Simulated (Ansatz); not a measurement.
# Zr3TiC4: what a guessed cell relaxes into

Aim: relax a trial structure of Zr3TiC4 and see where it ends.

Program: Ansatz 0.2.0. Level of theory: DFT PBE, scalar-relativistic, plane waves, PAW. These are calculated values, not measurements.

### Step 1. The structure to begin with

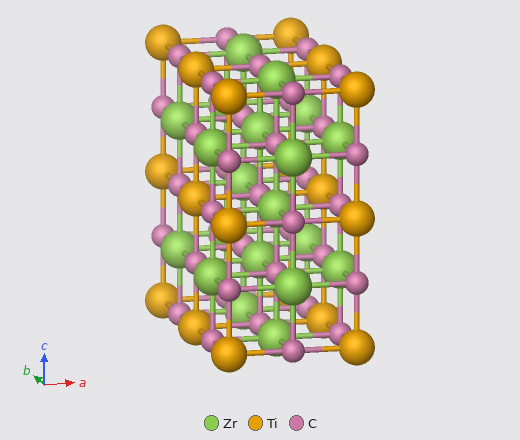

Start, viewed slightly off an axis; zirconium green, titanium amber, carbon pink. 1×2×2 cells are drawn. Atoms on the faces are drawn again on the opposite ones.

Coordinates:

```xyz
8
Lattice="4.6313 0.0000 0.0000 0.0000 4.6313 0.0000 0.0000 0.0000 4.6313" Properties=species:S:1:pos:R:3 pbc="T T T"
Zr    2.3157    0.0000    2.3157
Zr    0.0000    2.3157    2.3157
Zr    2.3157    2.3157    0.0000
Ti    0.0000    0.0000    0.0000
C     2.3157    2.3157    2.3157
C     0.0000    2.3157    0.0000
C     2.3157    0.0000    0.0000
C     0.0000    0.0000    2.3157
```

The start is the relaxed end of an invented cell (made as: elements ordered on the sites of the TiC type, Ti/Zr on Ti (Pm-3m, No. 221)), taken up again for a closer look.

### Step 2. The guess as it stands, on a coarse mesh

input.yaml

```yaml
crystal:
  lattice:
    - [4.6313394, 0.0, 0.0]
    - [0.0, 4.6313394, 0.0]
    - [0.0, 0.0, 4.6313394]
  atoms:
    - { symbol: Zr, position: [0.5, 0.0, 0.5] }
    - { symbol: Zr, position: [0.0, 0.5, 0.5] }
    - { symbol: Zr, position: [0.5, 0.5, 0.0] }
    - { symbol: Ti, position: [0.0, 0.0, 0.0] }
    - { symbol: C, position: [0.5, 0.5, 0.5] }
    - { symbol: C, position: [0.0, 0.5, 0.0] }
    - { symbol: C, position: [0.5, 0.0, 0.0] }
    - { symbol: C, position: [0.0, 0.0, 0.5] }
basis:
  ecutwfc: 420
kpoints:
  mp_grid: { grid: [4, 4, 4] }
hamiltonian:
  xc: pbe
scf:
  occupations: { method: gaussian, width: 0.1 }
  lower_state_search: "off"
output:
  forces: true
  stress: true
  eigenvalues: true
```

Started as:

```bash
ansatz run input.yaml --threads 4 --pin off --max-ram 8192MiB --backend cpu --events-out ev --progress --plain --runs-dir out
```

Output, shortened:

```text
Warning: RAYON_NUM_THREADS=4 ignored (pool sized by the plan → 4); use --threads N
[...]
Pseudopotentials: kind: paw
Pseudopotential: Zr, paw, valence charge 12, recommended cutoff 420 eV (normal), Zr.paw.azcp
Pseudopotential: Ti, paw, valence charge 12, recommended cutoff 420 eV (normal), Ti.paw.azcp
Pseudopotential: C, paw, valence charge 4, recommended cutoff 420 eV (normal), C.paw.azcp
Functional definition: PBE
[...]
Crystal: 8 atoms, lattice volume = 99.339 Å³
Basis set: ecut = 420 eV, 1935 PW (Γ), exchange–correlation on 64×64×64 points (8 copies of the dense FFT grid, shifted against one another)
Bands: 40, of which v1, the nominal top of the filled ones, is band 32 counted from 1 (31 counted from 0)
Symmetry: 48 space group operations
Space group: Pm-3m (ITA 221), of the structure as read, at distance tolerance 4.6e-5 Å
k-points: 10 of 64
[...]
SCF iter   1: F=—  HF=-16061.345113 eV  |F-HF|=—  |Δ(HF+E_count)|=         —  Δρ=4.43e-3  dr2=3.26e-2  ethr=1.77e-3  ⟨swp⟩=4.0  Hψ=1482  notcnv=0
[...]
SCF iter   6: F=-16061.340142 eV  HF=-16061.340142 eV  |F-HF|=8.94e-9  |Δ(HF+E_count)|=   3.82e-8  Δρ=3.12e-6  dr2=1.46e-8  ethr=1.56e-10  ⟨swp⟩=7.4  Hψ=1343  notcnv=0
[...]
SCF converged after 6 iterations
Free energy (F): -16061.340142 eV
[...]
E sigma→0 (E₀):  -16061.332174 eV
Entropy (-TS):   -0.015935 eV (-1.992 meV/atom)
Fermi energy:    14.552951 eV
[...]
--- Forces (eV/Å), atoms counted from 1 ---
  atom   1  Zr     0.00000000    -0.00000000     0.00000000
  atom   2  Zr     0.00000000     0.00000000     0.00000000
  atom   3  Zr     0.00000000     0.00000000    -0.00000000
  atom   4  Ti    -0.00000000     0.00000000    -0.00000000
  atom   5  C      0.00000000    -0.00000000     0.00000000
  atom   6  C      0.00000000     0.00000000     0.00000000
  atom   7  C     -0.00000000    -0.00000000     0.00000000
  atom   8  C      0.00000000    -0.00000000    -0.00000000
[...]
--- Stress (GPa, compression-positive) ---
       -0.174928      -0.000000       0.000000
       -0.000000      -0.174928       0.000000
        0.000000       0.000000      -0.174928
  P = ⅓ Tr σ = -0.1749 GPa (-1.749 kbar)
--- Band table (eV; the first three rows and the last of 10) ---
[...]
```

Wall time 0.7 s (4 threads of Intel Xeon Platinum 8488C (Sapphire Rapids), shared host); peak memory 0.51 GiB.

From the probe: pressure -0.2 GPa, largest force 0.00 eV/Å, gap on this mesh none (metal). The coarse relaxation is skipped.

### Step 3. Spin check on a coarse mesh

input.yaml, as its differences from that of step 2:

```diff
@@ -6,6 +6,6 @@
   atoms:
-    - { symbol: Zr, position: [0.5, 0.0, 0.5] }
-    - { symbol: Zr, position: [0.0, 0.5, 0.5] }
-    - { symbol: Zr, position: [0.5, 0.5, 0.0] }
-    - { symbol: Ti, position: [0.0, 0.0, 0.0] }
+    - { symbol: Zr, position: [0.5, 0.0, 0.5], spin: 1.0 }
+    - { symbol: Zr, position: [0.0, 0.5, 0.5], spin: 1.0 }
+    - { symbol: Zr, position: [0.5, 0.5, 0.0], spin: 1.0 }
+    - { symbol: Ti, position: [0.0, 0.0, 0.0], spin: 1.0 }
     - { symbol: C, position: [0.5, 0.5, 0.5] }
@@ -27 +27,4 @@
   eigenvalues: true
+  populations: true
+magnetization:
+  spin_polarized: true
```

Started as:

```bash
ansatz run input.yaml --threads 4 --pin off --max-ram 8192MiB --backend cpu --events-out ev --progress --plain --runs-dir out
```

Output, shortened:

```text
[...]
SCF converged after 16 iterations
Magnetization: -0.0000 μB (32.0000 up, 32.0000 down)
Absolute magnetization: 0.0000 μB (∫|ρ↑−ρ↓|, with the PAW one-centre terms)
Spin contamination: 0.0000 ħ² per cell (⟨S²⟩ above its minimum at these occupations)
[...]
Free energy (F): -16061.340142 eV
[...]
E sigma→0 (E₀):  -16061.332175 eV
Entropy (-TS):   -0.015935 eV (-1.992 meV/atom)
Fermi energy:    14.552959 eV
[...]
--- Forces (eV/Å), atoms counted from 1 ---
  atom   1  Zr     0.00000000    -0.00000000     0.00000000
  atom   2  Zr     0.00000000     0.00000000     0.00000000
  atom   3  Zr     0.00000000    -0.00000000     0.00000000
  atom   4  Ti    -0.00000000     0.00000000    -0.00000000
  atom   5  C      0.00000000    -0.00000000     0.00000000
  atom   6  C      0.00000000     0.00000000     0.00000000
  atom   7  C      0.00000000    -0.00000000    -0.00000000
  atom   8  C      0.00000000     0.00000000     0.00000000
[...]
--- Stress (GPa, compression-positive) ---
       -0.174971       0.000000       0.000000
       -0.000000      -0.174971       0.000000
        0.000000       0.000000      -0.174971
  P = ⅓ Tr σ = -0.1750 GPa (-1.750 kbar)
--- Band table (eV; the first three rows and the last of 20) ---
[...]
--- Löwdin populations: 8 sites ---
  site symbol       q [e]    m [muB]
     0     Zr     11.2663     0.0000
     1     Zr     11.2663     0.0000
     2     Zr     11.2663     0.0000
     3     Ti     11.0547    -0.0000
     4      C      4.7190    -0.0000
     5      C      4.7481     0.0000
     6      C      4.7481     0.0000
     7      C      4.7481     0.0000
  spilling = 0.002860 (of n_electrons = 64.000000)
```

Wall time 2.2 s (4 threads of Intel Xeon Platinum 8488C (Sapphire Rapids), shared host); peak memory 0.53 GiB.

By site:

```
atom  Löwdin electrons
 Zr1             11.27
 Zr2             11.27
 Zr3             11.27
 Ti4             11.05
  C5              4.72
  C6              4.75
  C7              4.75
  C8              4.75
```

The Löwdin counts miss 0.18 of the 64 electrons, which the atomic orbitals do not span, so they are no charges.

The same cell is solved with trial moments on Ti and Zr. The largest site moment that stays is 0.00 μB and the cell's total 0.00 μB. The workflow keeps spin only above 0.25 μB on a site, so the next run goes without spin.

### Step 4. Relaxation on the finer mesh

input.yaml

```yaml
crystal:
  lattice:
    - [4.6313394, 0.0, 0.0]
    - [0.0, 4.6313394, 0.0]
    - [0.0, 0.0, 4.6313394]
  atoms:
    - { symbol: Zr, position: [0.5, 0.0, 0.5] }
    - { symbol: Zr, position: [0.0, 0.5, 0.5] }
    - { symbol: Zr, position: [0.5, 0.5, 0.0] }
    - { symbol: Ti, position: [0.0, 0.0, 0.0] }
    - { symbol: C, position: [0.5, 0.5, 0.5] }
    - { symbol: C, position: [0.0, 0.5, 0.0] }
    - { symbol: C, position: [0.5, 0.0, 0.0] }
    - { symbol: C, position: [0.0, 0.0, 0.5] }
basis:
  ecutwfc: 420
kpoints:
  mp_grid: { grid: [8, 8, 8] }
hamiltonian:
  xc: pbe
scf:
  occupations: { method: gaussian, width: 0.1 }
output:
  forces: true
  stress: true
  eigenvalues: true
  write_density: true
  write_potential: true
  elf: true
  volumetric_format: npy
relax:
  adjacent_minimum: "off"
  f_tol: 0.01
  max_steps: 80
  cell: { stress_tol: 0.05 }
```

Started as:

```bash
ansatz run input.yaml --threads 4 --pin off --max-ram 8192MiB --backend cpu --events-out ev --progress --plain --runs-dir out
```

Output, shortened:

```text
Warning: RAYON_NUM_THREADS=4 ignored (pool sized by the plan → 4); use --threads N
[...]
[... 5 set-up lines as earlier in the session ...]
[...]
Crystal: 8 atoms, lattice volume = 99.339 Å³
Basis set: ecut = 420 eV, 1935 PW (Γ), exchange–correlation on 64×64×64 points (8 copies of the dense FFT grid, shifted against one another)
Bands: 40, of which v1, the nominal top of the filled ones, is band 32 counted from 1 (31 counted from 0)
[... 2 set-up lines as earlier in the session ...]
k-points: 35 of 512
[...]
  atom   8  C     -0.00000000     0.00000000     0.00000000
[...]
--- Stress (GPa, compression-positive) ---
       -0.020290       0.000000      -0.000000
        0.000000      -0.020290       0.000000
        0.000000       0.000000      -0.020290
  P = ⅓ Tr σ = -0.0203 GPa (-0.203 kbar)
--- Band table (eV; the first three rows and the last of 35) ---
[...]
--- Relaxed structure (1 steps of the walk, 1 accepted, 1 SCFs on fresh bases) ---
  F+E_penalty+E_count = -16061.24631807 eV   max|allowed force component| = 3.205e-29 eV/Å   (the final SCF, on the basis selected at the relaxed cell)
  cell:  # Å, volume = 99.3390 Å³
    - [4.6313394, 0.0, 0.0]
    - [0.0, 4.6313394, 0.0]
    - [0.0, 0.0, 4.6313394]
  atoms:
    - { symbol: Zr, position: [0.5, 0.0, 0.5] }
    - { symbol: Zr, position: [0.0, 0.5, 0.5] }
    - { symbol: Zr, position: [0.5, 0.5, 0.0] }
    - { symbol: Ti, position: [0.0, 0.0, 0.0] }
    - { symbol: C, position: [0.5, 0.5, 0.5] }
    - { symbol: C, position: [0.0, 0.5, 0.0] }
    - { symbol: C, position: [0.5, 0.0, 0.0] }
    - { symbol: C, position: [0.0, 0.0, 0.5] }
```

Run time: 3.7 s. Hardware: 4 threads of Intel Xeon Platinum 8488C (Sapphire Rapids), shared host; peak memory 0.58 GiB.

The steps of the relaxation:

```
step  energy from step 1 (eV/cell)  largest force component (eV/Å)  pressure (GPa)  volume (Å³)
   1                        0.0000                          0.0000           -0.02        99.34
   2                        0.0000                          0.0000           -0.02        99.34
```

Step 1 is the start. Step 2 repeats the geometry before it on a plane-wave basis chosen anew for that cell, so its energy need not be comparable with the rows above.

|  | before | after | change |
| --- | --- | --- | --- |
| a (Å) | 4.631 | 4.631 | 0.0 % |
| b (Å) | 4.631 | 4.631 | 0.0 % |
| c (Å) | 4.631 | 4.631 | 0.0 % |
| volume (Å³/atom) | 12.42 | 12.42 | 0.0 % |
| shortest distance (Å) | 2.316 | 2.316 | 0.0 % |
| space group (0.01 Å) | Pm-3m | Pm-3m | same |

The run keeps the 48 symmetry operations of the start, so it could not have lowered the symmetry.

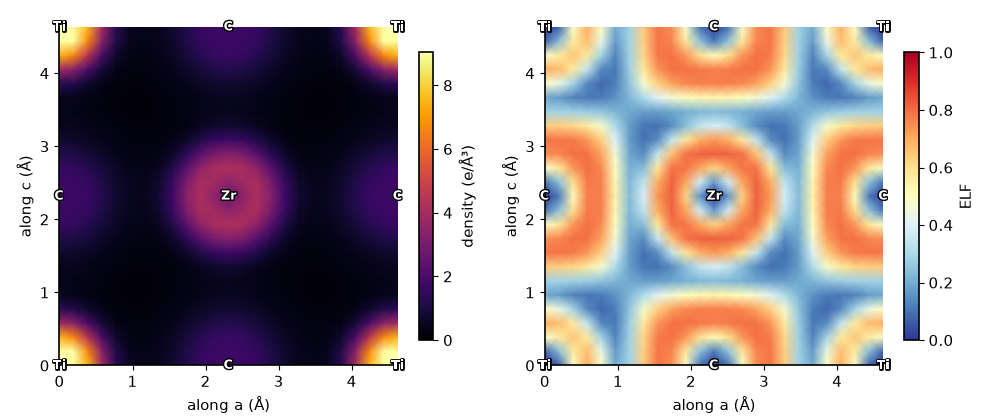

Density (left) and ELF (right) in a lattice plane of the grid's cell (edges 4.63 and 4.63 Å, at 0.000 of the third edge), which holds Zr and Ti and C. Only atoms in the plane are labelled; the density scale stops at 9.03 e/Å³. Both are smooth fields of the valence electrons: close to the nuclei they are not physical.

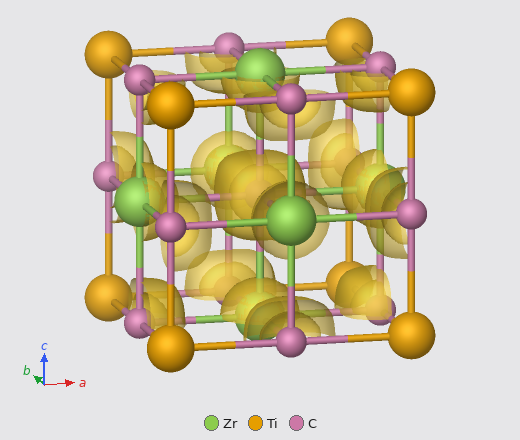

Surface of ELF = 0.75, drawn in one cell.

The highest ELF values outside the cores: 0.81 in the shell around C, 0.7 Å from C.

### Step 5. What came out

```
                              quantity                                                                      value
symmetry at the end (tolerance 0.05 Å)                                                space group Pm-3m (No. 221)
                     conventional cell  a = 4.631 Å, b = 4.631 Å, c = 4.631 Å, α = 90.00°, β = 90.00°, γ = 90.00°
                                volume                                                              12.42 Å³/atom
              energy over the elements                                                              -0.79 eV/atom
                       gap on the mesh                                                               none (metal)
```

**Reading.** The space group Pm-3m (No. 221) is kept, at nearly the size of the first guess. It lies below the elements, which doesn't yet make it stable: competing phases were not computed in this session. No finished test with a distortion of lower symmetry is shown, so the end may be a saddle point. Other magnetic orders were not searched.
